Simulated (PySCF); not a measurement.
# C₂HBrN₂O, SMILES `Brc1conn1`: electronic structure

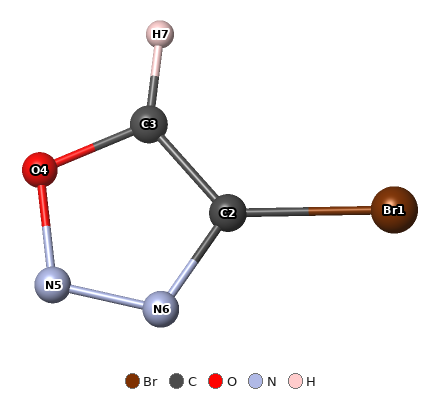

The molecule, with its atoms numbered as below. No frequency check shows the geometry to be a minimum.

Cartesian coordinates (Å):

```
Br1     -1.5271    0.0004    0.0000
C2       0.3315   -0.0113    0.0000
C3       1.1995   -1.0802    0.0000
O4       2.4253   -0.5732    0.0000
N5       2.3015    0.7880    0.0000
N6       1.0987    1.1065    0.0000
H7       1.0592   -2.1402    0.0000
```

## 1. Bonding charge

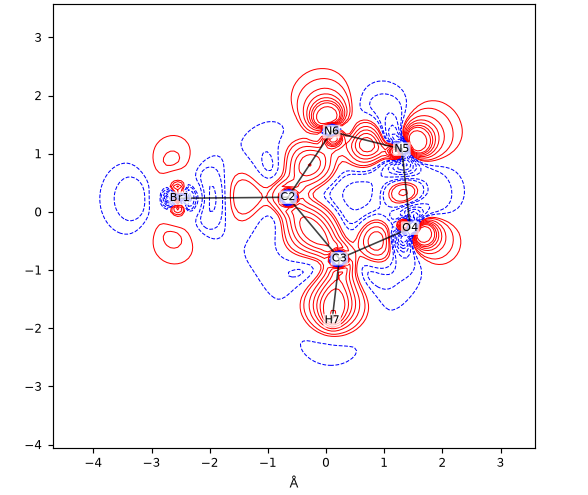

Deformation density (molecule less spherical, spin-averaged free atoms) in the molecular plane; contours at ±0.05 to ±0.8 e/Å³; solid red lines: gain, dashed blue lines: loss.

PySCF calculation, BLYP/cc-pVDZ, gas phase; geometry: GFN2-xTB.

**Describe the bonding that the map shows.**

C3–H7: +0.73 e/Å³ at the bond critical point (bond length 1.07 Å, Mayer order 1.0). C2–C3: +0.59 e/Å³ at the bond critical point (bond length 1.38 Å, Mayer order 1.5). N5–N6: +0.57 e/Å³ at the bond critical point (bond length 1.24 Å, Mayer order 1.6). C2–N6: +0.45 e/Å³ at the bond critical point (bond length 1.36 Å, Mayer order 1.3). Br1–C2: +0.15 e/Å³ at the bond critical point (bond length 1.86 Å, Mayer order 1.1). C3–O4: +0.15 e/Å³ at the bond critical point (bond length 1.33 Å, Mayer order 1.2). O4–N5: +0.09 e/Å³ at the bond critical point (bond length 1.37 Å, Mayer order 1.1). In all, 1.7 electrons gather in the regions of gain relative to the promolecule. A small or negative value marks a very polar bond, one between electron-rich atoms, whose free-atom densities already overlap strongly, a long bond to a heavier atom, or a closed-shell contact such as a hydrogen bond.

**Where do the Hirshfeld charges lie?**

The highest Hirshfeld charge is on H7 (+0.07 e), the lowest on N6 (−0.09 e).

## 2. Bond critical points

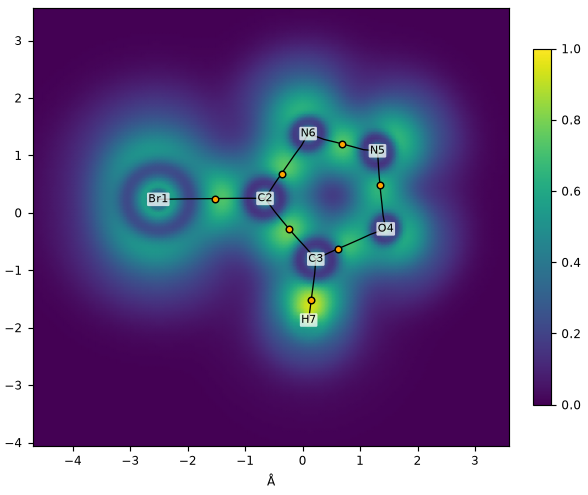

Localised orbital locator (LOL) in the molecular plane, with bond paths and bond critical points (dots).

**What values does LOL take at the bond critical points in this plane?**

C3–H7: about 0.92; C2–C3: about 0.78; N5–N6: about 0.73; Br1–C2: about 0.69; C2–N6: about 0.67; O4–N5: about 0.65; C3–O4: about 0.46. Values above 0.5 mark slow, localised electrons, as in shared pairs; low values at a critical point mark a polar or closed-shell contact whose critical point lies between the shells.

**Where along C3–O4 does the critical point lie?**

0.44 Å from C3 and 0.89 Å from O4.

## 3. Electrostatic potential

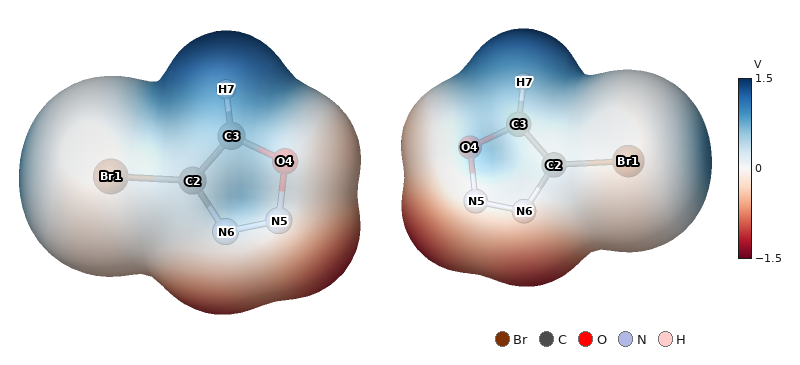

Electrostatic potential on the surface of electron density 0.001 a.u. (back view left, front view right).

**Where are the extremes of the potential on the surface?**

Highest: 1.47 V, 1.3 Å from H7. Further maxima include 0.99 V, 2.0 Å from Br1; 0.71 V, near O4 (1.93 Å), C3 (2.02 Å) and N5 (2.05 Å), and at like points elsewhere. Lowest: −1.18 V, 1.9 Å from N5. The surface is sampled at points, so like sites can differ by a few per cent and only the strongest of them is named.

**Does Br1 carry a σ-hole?**

Yes: a local maximum of +0.99 V lies on the extension of the C2–Br1 bond.

**What volume does the surface enclose, and what is the dipole moment?**

About 106 Å³; the dipole moment is 2.8 D.

## 4. Magnetic shielding

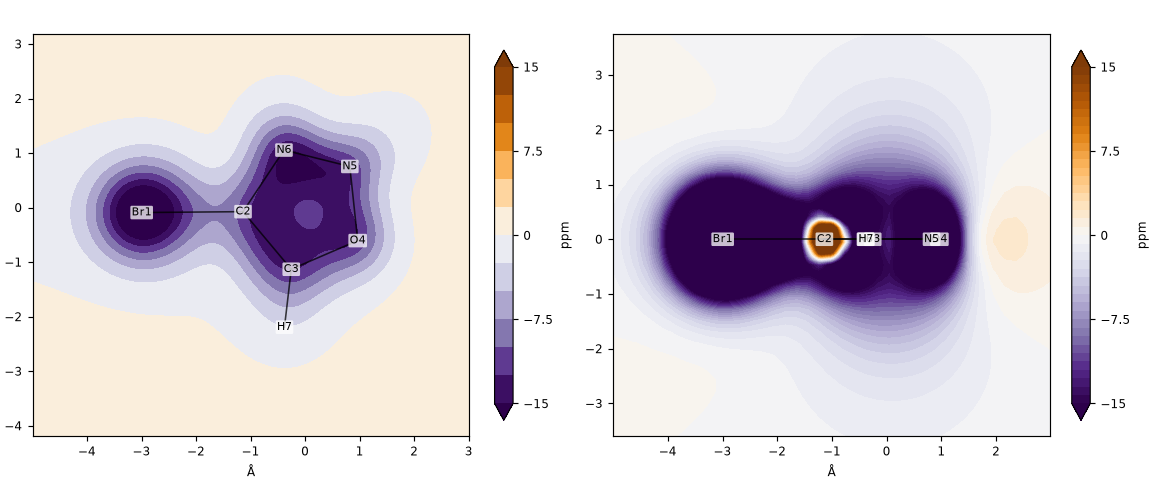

Isotropic NICS 1.0 Å above the plane of the 5-membered ring C2/C3/O4/N5/N6 (left) and isotropic NICS in a plane perpendicular to the same ring (right); GIAO shieldings; atoms are projected onto the map; negative values mean shielding.

PySCF calculation, BP86/def2-SVP, gas phase; geometry: GFN2-xTB.

**Classify the ring and give its NICS values.**

It is strongly diatropic (aromatic): NICS(0) = −12.7, NICS(1) = −12.0, NICS(1)zz = −29.6 ppm.

The PySCF runs shown took 20 s and 29 s on 1 thread of Intel(R) Xeon(R) Processor @ 2.70GHz, on a shared host.
